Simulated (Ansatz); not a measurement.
Run report: CH5AlBF, geometry relaxation (part 2 of 2)

Continued. System: CH5AlBF. Method: RKS LDA/def2-SVP (Ansatz 0.2.0). It belongs to a series of runs on one base structure; here: end point B relaxed.

Geometry of the input (Å):
```
B  -0.9370  1.6434  -0.9011
Al 0.0175  -0.1730  -0.5757
C  0.5898  -1.6114  -1.8365
F  0.3831  -0.5192  1.0121
H  -1.2544  2.0012  -1.9766
H  -1.2026  2.3933  -0.0360
H  1.3200  -1.2799  -2.5825
H  1.0613  -2.4298  -1.2793
H  -0.2341  -2.0546  -2.4057
```

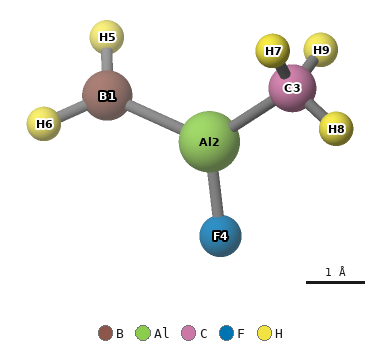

The geometry at step 15 of the log (ball-and-stick view, seen at a tilt; atoms are numbered from 1 in the order of the input).

Trajectory as extended XYZ, continued:
```
9
Properties=species:S:1:pos:R:3:forces:R:3 step=6 energy=-11038.69015
B    -0.9250    1.6156   -0.9341   -0.0125  -0.0002  -0.0009
Al    0.0536   -0.2380   -0.5352    0.0068   0.0027   0.0137
C     0.5863   -1.5958   -1.8065    0.0020  -0.0053  -0.0022
F     0.4061   -0.5619    1.0686   -0.0026  -0.0008  -0.0054
H    -1.2486    1.9541   -2.0646    0.0054  -0.0039   0.0032
H    -1.2048    2.4104   -0.0491    0.0058  -0.0013  -0.0068
H     1.2915   -1.1796   -2.5608   -0.0015   0.0038   0.0004
H     1.0761   -2.4653   -1.3196   -0.0015   0.0023  -0.0021
H    -0.2915   -1.9695   -2.3800   -0.0019   0.0026   0.0000
9
Properties=species:S:1:pos:R:3:forces:R:3 step=7 energy=-11038.69033
B    -0.9240    1.6093   -0.9344    0.0055   0.0058   0.0018
Al    0.0554   -0.2407   -0.5242    0.0002  -0.0081   0.0099
C     0.5852   -1.5911   -1.8047    0.0043  -0.0008  -0.0019
F     0.4054   -0.5683    1.0795   -0.0033   0.0016  -0.0124
H    -1.2444    1.9344   -2.0696   -0.0038  -0.0027   0.0002
H    -1.2005    2.4167   -0.0603   -0.0009   0.0013  -0.0009
H     1.2854   -1.1665   -2.5590    0.0000   0.0009   0.0004
H     1.0775   -2.4661   -1.3309    0.0001   0.0011   0.0022
H    -0.2963   -1.9576   -2.3775   -0.0021   0.0011   0.0008
9
Properties=species:S:1:pos:R:3:forces:R:3 step=8 energy=-11038.69037
B    -0.9229    1.6091   -0.9340   -0.0002   0.0023   0.0003
Al    0.0553   -0.2415   -0.5228    0.0012  -0.0024   0.0089
C     0.5855   -1.5903   -1.8046    0.0030  -0.0001  -0.0027
F     0.4033   -0.5708    1.0808   -0.0032   0.0000  -0.0087
H    -1.2473    1.9290   -2.0695   -0.0028  -0.0008   0.0004
H    -1.1971    2.4204   -0.0627    0.0029   0.0000  -0.0010
H     1.2852   -1.1643   -2.5586   -0.0004  -0.0005   0.0008
H     1.0780   -2.4660   -1.3323   -0.0002   0.0015   0.0014
H    -0.2964   -1.9557   -2.3775   -0.0003   0.0000   0.0006
9
Properties=species:S:1:pos:R:3:forces:R:3 step=9 energy=-11038.69065
B    -0.9185    1.6078   -0.9314   -0.0251   0.0003  -0.0122
Al    0.0525   -0.2468   -0.5155    0.0007   0.0291  -0.0030
C     0.5891   -1.5852   -1.8047   -0.0026   0.0063  -0.0053
F     0.3850   -0.5887    1.0878   -0.0036  -0.0082   0.0168
H    -1.2742    1.8958   -2.0675    0.0020   0.0034   0.0217
H    -1.1646    2.4471   -0.0770    0.0226  -0.0184  -0.0155
H     1.2865   -1.1510   -2.5564   -0.0032  -0.0100   0.0033
H     1.0828   -2.4635   -1.3385   -0.0015   0.0033  -0.0058
H    -0.2949   -1.9456   -2.3781    0.0107  -0.0058  -0.0001
9
Properties=species:S:1:pos:R:3:forces:R:3 step=10 energy=-11038.68260 accepted=F
B    -0.9032    1.6027   -0.9221   -0.2293   0.2531  -0.1305
Al    0.0394   -0.2676   -0.4886    0.0094   0.1302   0.0059
C     0.6060   -1.5645   -1.8056   -0.0147   0.0401  -0.0206
F     0.3005   -0.6639    1.1144   -0.0222  -0.0223   0.0394
H    -1.4008    1.7624   -2.0549    0.1533   0.0225   0.4488
H    -1.0142    2.5597   -0.1347    0.0804  -0.3617  -0.3356
H     1.2957   -1.0993   -2.5473   -0.0225  -0.0541   0.0265
H     1.1044   -2.4514   -1.3601   -0.0087   0.0177  -0.0364
H    -0.2841   -1.9081   -2.3823    0.0543  -0.0256   0.0024
9
Properties=species:S:1:pos:R:3:forces:R:3 step=11 energy=-11038.69288
B    -0.9213    1.6058   -0.9386    0.0401   0.0495   0.0307
Al    0.0557   -0.2422   -0.5149   -0.0812  -0.0594  -0.0221
C     0.5994   -1.5785   -1.8052    0.0450   0.0158   0.0096
F     0.3277   -0.6165    1.0940   -0.0013   0.0225  -0.0237
H    -1.3583    1.8726   -2.0514   -0.0113  -0.0245   0.0381
H    -1.0716    2.4753   -0.0916    0.0020  -0.0059  -0.0356
H     1.2972   -1.1460   -2.5566    0.0093  -0.0074  -0.0113
H     1.0947   -2.4541   -1.3363    0.0103  -0.0060   0.0011
H    -0.2799   -1.9466   -2.3807   -0.0129   0.0153   0.0133
9
Properties=species:S:1:pos:R:3:forces:R:3 step=12 energy=-11038.69737
B    -0.9202    1.6088   -0.9363   -0.0341   0.1459   0.0133
Al    0.0383   -0.2499   -0.5172   -0.0441  -0.0371   0.0104
C     0.6111   -1.5746   -1.8074    0.0288   0.0176   0.0100
F     0.2789   -0.6401    1.0940   -0.0196   0.0196  -0.0471
H    -1.4359    1.8424   -2.0303    0.0436  -0.0291   0.1752
H    -0.9848    2.5180   -0.1091    0.0162  -0.1186  -0.1633
H     1.3102   -1.1387   -2.5553    0.0074  -0.0028  -0.0077
H     1.1091   -2.4460   -1.3333    0.0103  -0.0050   0.0004
H    -0.2629   -1.9499   -2.3863   -0.0084   0.0094   0.0087
9
Properties=species:S:1:pos:R:3:forces:R:3 step=13 energy=-11038.70069
B    -0.9203    1.6070   -0.9328   -0.0793   0.3499  -0.0124
Al    0.0234   -0.2581   -0.5152   -0.0599  -0.0370   0.0455
C     0.6268   -1.5669   -1.8085    0.0357   0.0311   0.0009
F     0.2048   -0.6763    1.0979   -0.0246   0.0217  -0.0726
H    -1.5467    1.7941   -1.9898    0.1509  -0.0289   0.3793
H    -0.8579    2.5757   -0.1534   -0.0310  -0.3378  -0.3508
H     1.3272   -1.1225   -2.5501    0.0055  -0.0062  -0.0051
H     1.1276   -2.4371   -1.3352    0.0098  -0.0013   0.0043
H    -0.2413   -1.9460   -2.3942   -0.0073   0.0084   0.0110
9
Properties=species:S:1:pos:R:3:forces:R:3 step=14 energy=-11038.71601
B    -0.9072    1.6094   -0.9379   -0.2129   0.2580  -0.0147
Al    0.0160   -0.2624   -0.5170   -0.0419  -0.0177   0.0308
C     0.6412   -1.5622   -1.8085    0.0423   0.0288  -0.0155
F     0.1440   -0.7002    1.0966   -0.0321   0.0295  -0.0840
H    -1.6631    1.7620   -1.9144    0.2451  -0.0296   0.3476
H    -0.7556    2.6094   -0.2199   -0.0061  -0.2679  -0.2873
H     1.3598   -1.1160   -2.5319   -0.0010  -0.0117   0.0032
H     1.1264   -2.4402   -1.3331    0.0072   0.0028   0.0042
H    -0.2178   -1.9297   -2.4151   -0.0007   0.0077   0.0156
9
Properties=species:S:1:pos:R:3:forces:R:3 step=15 energy=-11038.74185
B    -0.8974    1.5907   -0.9253   -0.1963   0.3359  -0.1324
Al   -0.0173   -0.2703   -0.5403    0.0105  -0.1052   0.1891
C     0.6646   -1.5474   -1.8177    0.0333  -0.0055  -0.0061
F     0.0006   -0.7076    1.0796    0.0022  -0.0522  -0.1052
H    -1.7765    1.7320   -1.7826    0.1402   0.0162   0.2169
H    -0.5832    2.6166   -0.3210   -0.0352  -0.1267  -0.1568
H     1.3675   -1.0940   -2.5510   -0.0043  -0.0142   0.0128
H     1.1738   -2.3955   -1.3147    0.0232  -0.0375  -0.0311
H    -0.1884   -1.9545   -2.4082    0.0263  -0.0108   0.0128
9
Properties=species:S:1:pos:R:3:forces:R:3 step=16 energy=-11038.77189
B    -0.8971    1.6097   -0.9235   -0.0505   0.1331  -0.0403
Al   -0.0570   -0.2852   -0.5441    0.0072  -0.0354   0.0993
C     0.6917   -1.5402   -1.8138   -0.0368  -0.0622   0.0299
F    -0.1199   -0.7864    1.0554   -0.0160  -0.0076  -0.0741
H    -1.8848    1.7613   -1.6393    0.0610  -0.0070   0.0932
H    -0.4448    2.6539   -0.4606   -0.0151  -0.0961  -0.0771
H     1.3634   -1.0686   -2.5625    0.0046  -0.0028  -0.0118
H     1.2384   -2.3671   -1.3115    0.0352   0.0451   0.0081
H    -0.1462   -2.0073   -2.3814    0.0105   0.0328  -0.0271
9
Properties=species:S:1:pos:R:3:forces:R:3 step=17 energy=-11038.78758
B    -0.8921    1.6112   -0.9306   -0.0009   0.0309   0.0611
Al   -0.0903   -0.3015   -0.5398   -0.0422  -0.0008  -0.0132
C     0.7016   -1.5345   -1.8079    0.0504   0.0948  -0.0374
F    -0.2261   -0.8465    1.0397   -0.0008   0.0163  -0.0436
H    -1.9713    1.7806   -1.4895    0.0618  -0.0026   0.0347
H    -0.3165    2.6477   -0.6139   -0.0319  -0.0534  -0.0643
H     1.3571   -1.0402   -2.5588   -0.0159   0.0169   0.0401
H     1.2947   -2.3204   -1.2937   -0.0422  -0.0433  -0.0223
H    -0.1135   -2.0264   -2.3867    0.0217  -0.0588   0.0449
9
Properties=species:S:1:pos:R:3:forces:R:3 step=18 energy=-11038.78244 accepted=F
B    -0.8877    1.6139   -0.9117   -0.1433  -0.0426  -0.1465
Al   -0.1795   -0.3350   -0.5670    0.3282   0.1047   0.1445
C     0.7217   -1.5199   -1.8048   -0.2639  -0.2238   0.0210
F    -0.3025   -0.8797    1.0116   -0.0881  -0.0440   0.0056
H    -2.0229    1.8249   -1.3183   -0.0205   0.0315   0.0251
H    -0.2180    2.6284   -0.7850    0.0517  -0.0135   0.0472
H     1.3615   -0.9936   -2.5392    0.0582   0.0566  -0.0768
H     1.3261   -2.2947   -1.2838    0.0174   0.0965   0.0373
H    -0.0551   -2.0745   -2.3831    0.0603   0.0346  -0.0573
9
Properties=species:S:1:pos:R:3:forces:R:3 step=19 energy=-11038.79248
B    -0.8954    1.6103   -0.9145    0.0989   0.0266  -0.0722
Al   -0.1064   -0.3066   -0.5411   -0.0603  -0.0256   0.0415
C     0.7088   -1.5260   -1.8066   -0.0084   0.0165  -0.0210
F    -0.2713   -0.8709    1.0280    0.0077   0.0029  -0.0139
H    -1.9943    1.7920   -1.4208   -0.0297  -0.0014   0.0366
H    -0.2689    2.6412   -0.6983   -0.0312  -0.0275   0.0105
H     1.3569   -1.0173   -2.5521    0.0077   0.0023  -0.0016
H     1.3069   -2.3089   -1.2932    0.0036   0.0039   0.0054
H    -0.0926   -2.0438   -2.3826    0.0119   0.0023   0.0148
9
Properties=species:S:1:pos:R:3:forces:R:3 step=20 energy=-11038.79536
B    -0.8848    1.6111   -0.9230    0.0020   0.0089   0.0137
Al   -0.1306   -0.3165   -0.5441    0.0056  -0.0018  -0.0122
C     0.7114   -1.5204   -1.8060    0.0022  -0.0163  -0.0089
F    -0.3150   -0.8926    1.0175   -0.0069   0.0013   0.0046
H    -2.0095    1.8105   -1.3622   -0.0050   0.0003   0.0003
H    -0.2316    2.6310   -0.7462    0.0025  -0.0027  -0.0070
H     1.3418   -1.0020   -2.5600   -0.0034   0.0122   0.0029
H     1.3361   -2.2786   -1.2866    0.0019   0.0015   0.0048
H    -0.0741   -2.0726   -2.3706    0.0010  -0.0032   0.0018
9
Properties=species:S:1:pos:R:3:forces:R:3 step=21 energy=-11038.79565
B    -0.8813    1.6124   -0.9220    0.0101  -0.0038  -0.0046
Al   -0.1372   -0.3216   -0.5468   -0.0341  -0.0078   0.0273
C     0.7109   -1.5243   -1.8048    0.0110   0.0248  -0.0140
F    -0.3393   -0.8988    1.0130    0.0024   0.0090  -0.0114
H    -2.0131    1.8206   -1.3394    0.0015  -0.0029   0.0057
H    -0.2134    2.6264   -0.7681    0.0001   0.0001   0.0014
H     1.3243   -0.9849   -2.5584    0.0070  -0.0177  -0.0124
H     1.3566   -2.2661   -1.2880    0.0033  -0.0011   0.0038
H    -0.0639   -2.0936   -2.3667   -0.0014  -0.0006   0.0042
9
Properties=species:S:1:pos:R:3:forces:R:3 step=22 energy=-11038.79593
B    -0.8792    1.6125   -0.9216   -0.0228   0.0139  -0.0029
Al   -0.1460   -0.3245   -0.5470   -0.0003   0.0041   0.0054
C     0.7122   -1.5203   -1.8053    0.0141  -0.0065  -0.0121
F    -0.3527   -0.9071    1.0097   -0.0027   0.0018  -0.0037
H    -2.0167    1.8261   -1.3245    0.0303  -0.0013   0.0092
H    -0.2012    2.6227   -0.7819   -0.0099  -0.0125  -0.0019
H     1.3205   -0.9839   -2.5655   -0.0062  -0.0073   0.0021
H     1.3657   -2.2536   -1.2847   -0.0082   0.0068  -0.0036
H    -0.0589   -2.1017   -2.3605    0.0057   0.0009   0.0073
9
Properties=species:S:1:pos:R:3:forces:R:3 step=23 energy=-11038.79601
B    -0.8790    1.6131   -0.9212   -0.0149   0.0016   0.0015
Al   -0.1473   -0.3247   -0.5478    0.0031   0.0064  -0.0013
C     0.7128   -1.5200   -1.8057    0.0127  -0.0071  -0.0089
F    -0.3568   -0.9084    1.0080   -0.0027  -0.0006  -0.0012
H    -2.0156    1.8285   -1.3228    0.0130   0.0003   0.0027
H    -0.2001    2.6219   -0.7815   -0.0008  -0.0014   0.0002
H     1.3178   -0.9849   -2.5693   -0.0069  -0.0042   0.0040
H     1.3696   -2.2495   -1.2840   -0.0079   0.0056  -0.0038
H    -0.0577   -2.1059   -2.3569    0.0044  -0.0006   0.0070
```
